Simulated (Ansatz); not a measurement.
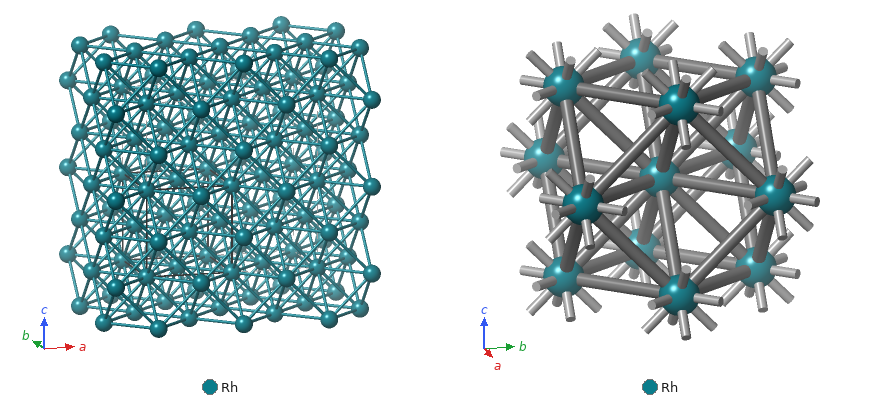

Left: the structure. Right: its underlying net. Nodes are coloured by element. Edges to nodes outside the piece are drawn as stubs.

System Rh (space group Fm-3m, No. 225); source of the atomic positions: the geometry relaxed with DFT, PBE, PAW with Ansatz's default frozen-core files, scalar-relativistic (Ansatz 0.2.0); the starting structure was generated, so it need not be a known form of this composition.

Bonds are taken as Rh–Rh below 3 Å. Simplification: prune 0- and 1-connected atoms, fold 2-connected ones into links.

The result is a uninodal 12-connected, three-periodic net: Rh is a 12-connected node. It is the fcu net, known from cubic close packing. It is a single net, without interpenetration.

```
node  links  point symbol  coordination sequence
  Rh     12    3²⁴·4³⁶·5⁶       12 42 92 162 252
```
